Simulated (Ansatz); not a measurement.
# H13N3Si3: what the fields show

Input file:

```
crystal:
  periodic: [false, false, false]
  atoms:
    - {symbol: Si, position_ang: [-0.743424, 0.964504, 0.004896]}
    - {symbol: N, position_ang: [1.070048, 1.587234, 0.192893]}
    - {symbol: N, position_ang: [-0.993977, 1.901089, -1.411580]}
    - {symbol: H, position_ang: [1.133764, 0.192917, 0.332893]}
    - {symbol: N, position_ang: [0.347535, -0.701364, 0.264907]}
    - {symbol: Si, position_ang: [-0.021667, -1.436684, 1.815703]}
    - {symbol: Si, position_ang: [0.482538, -1.709306, -1.162219]}
    - {symbol: H, position_ang: [-1.954109, 0.087358, -0.274254]}
    - {symbol: H, position_ang: [-1.053038, 1.355129, 1.421849]}
    - {symbol: H, position_ang: [1.243708, 2.179075, 0.994011]}
    - {symbol: H, position_ang: [1.546929, 1.969617, -0.613106]}
    - {symbol: H, position_ang: [-1.838295, 1.787236, -1.946902]}
    - {symbol: H, position_ang: [-0.467693, 2.719526, -1.666490]}
    - {symbol: H, position_ang: [0.636830, -0.635484, 2.877579]}
    - {symbol: H, position_ang: [-1.488922, -1.475695, 2.033931]}
    - {symbol: H, position_ang: [0.511520, -2.826253, 1.836175]}
    - {symbol: H, position_ang: [1.477853, -2.786134, -0.922859]}
    - {symbol: H, position_ang: [-0.828381, -2.321061, -1.492839]}
    - {symbol: H, position_ang: [0.938682, -0.851801, -2.284588]}
basis:
  gaussian: {orbitals: def2-TZVPP}
hamiltonian: {xc: pbe0, dispersion: d4}
output: {orbitals: {seedname: orbitals}}
```

Command:

```sh
ansatz run in.yaml --threads 4 --pin off --events-out ev --progress --plain --max-ram 66560MiB --backend cuda --devices 0, --max-vram 37GiB
```

A transition-state structure; geometry: PBE0-D4/def2-TZVP.

Theory: RKS PBE0-D4/def2-TZVPP in Ansatz.

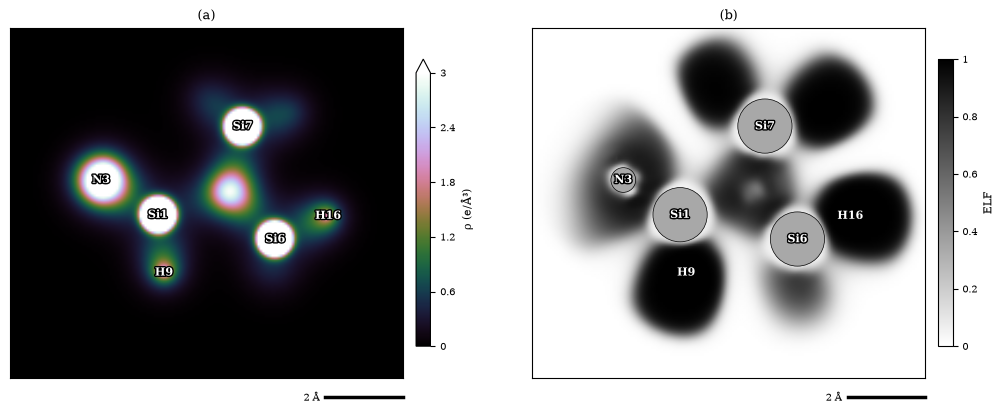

Figure 1. (a) electron density; (b) electron localisation function on the plane of atoms N3, Si1 and H9. Grey discs cover the atomic cores in the ELF map.

Interpret the plot.

Answer.
- The section cuts through Si, N and H sites.
- Si–N (1.72 Å): ρ at the midpoint is about 1.1 e/Å³; the ELF peaks at about 0.90 between the atoms, as expected for a polar covalent bond.
- Si–H (1.50 Å): ρ at the midpoint is about 0.79 e/Å³; the ELF climbs to about 1 towards the hydrogen, as it does in any bond to H.

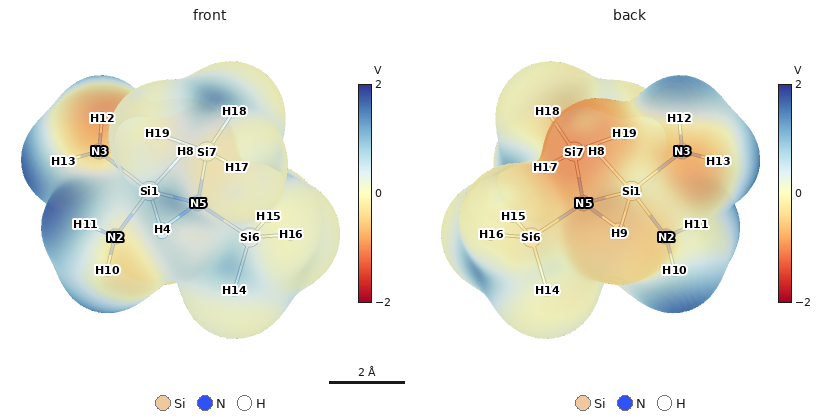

Figure 2. The molecular electrostatic potential painted on the density surface at 0.002 e/bohr³, seen from the front and from behind; the colour scale runs from red (negative) to blue (positive).

Where is the surface potential most negative and most positive?

Answer. The most negative region (about −1.0 V) lies over N3 and H8, the most positive (about +1.7 V) over H10, H11 and H13.

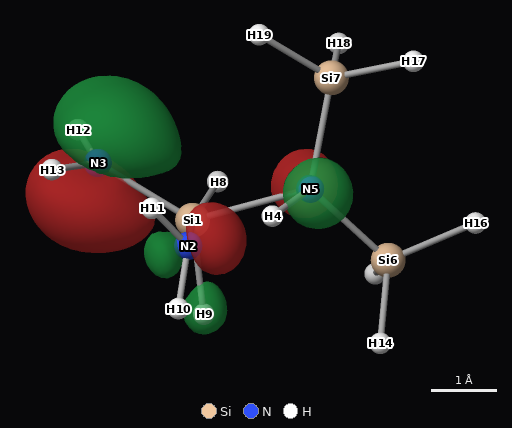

Figure 3. The HOMO−1 at ±0.15 Å⁻³ᐟ² (green and red are the two phases), seen across its widest extent.

What is the character of this orbital?

Answer. Its weight (Hirshfeld) is mainly on N3 (about 55 %), Si1 (about 10 %), N5 (about 10 %) and N2 (about 5 %). Its energy is −7.36 eV.
